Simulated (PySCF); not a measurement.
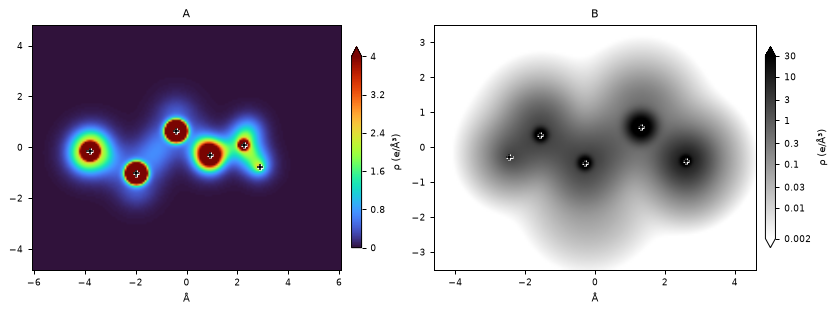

The total electron density of 2 systems, each on a plane through atoms (crosses mark nuclei in the plane).

Method: B3LYP/def2-SVPD, SCF density, gas phase (PySCF 2.14.0).

System 1: C3H9ClOSi2, the plane of atoms Si3, Si6 and Cl7. Geometry: GFN2-xTB.

```yaml
atoms:
  - { symbol: C, position_ang: [1.4651, 0.0069, -1.7956] }
  - { symbol: C, position_ang: [1.5063, 0.5256, -0.5764] }
  - { symbol: Si, position_ang: [0.0928, 0.4107, 0.6793] }
  - { symbol: O, position_ang: [-1.3257, 0.0126, -0.0130] }
  - { symbol: C, position_ang: [-2.0543, 0.7110, -0.9774] }
  - { symbol: Si, position_ang: [0.2551, -1.3681, 2.1272] }
  - { symbol: Cl, position_ang: [1.9173, -1.0963, 3.2594] }
  - { symbol: H, position_ang: [0.5902, -0.5083, -2.1614] }
  - { symbol: H, position_ang: [2.2930, 0.0670, -2.4864] }
  - { symbol: H, position_ang: [2.4203, 1.0176, -0.2647] }
  - { symbol: H, position_ang: [0.0147, 1.7618, 1.2743] }
  - { symbol: H, position_ang: [-1.4159, 1.0284, -1.8037] }
  - { symbol: H, position_ang: [-2.5162, 1.5966, -0.5353] }
  - { symbol: H, position_ang: [-2.8354, 0.0508, -1.3558] }
  - { symbol: H, position_ang: [0.4225, -2.6948, 1.5227] }
  - { symbol: H, position_ang: [-0.8375, -1.5125, 3.0955] }
```

System 2: C2H7BrOSi, the plane of atoms C2, Si4 and O5. Geometry: GFN2-xTB.

```xyz
12

C     1.6707   -0.3519   -0.0014
C     0.4159    0.4673    0.2002
Br    0.3470    1.8996   -1.1733
Si   -1.2237   -0.5169    0.0520
O    -2.4857    0.4746    0.2419
H     1.6561   -0.8498   -0.9692
H     1.7239   -1.1148    0.7742
H     2.5684    0.2634    0.0555
H     0.4722    1.0179    1.1403
H    -1.2117   -1.1478   -1.2662
H    -1.3423   -1.4201    1.1850
H    -2.5897    1.2778   -0.2650
```

### Match each panel to its system.

Panel A is system 1, C3H9ClOSi2: the plane holds Si, O, C, Cl and H. C–O (1.40 Å): ρ is about 2.1 e/Å³ halfway, with its minimum of 1.7 e/Å³ about 0.5 Å from C. Panel B is system 2, C2H7BrOSi: the plane holds C, Si, O and H. C–C (1.51 Å): ρ at the midpoint is about 1.7 e/Å³.
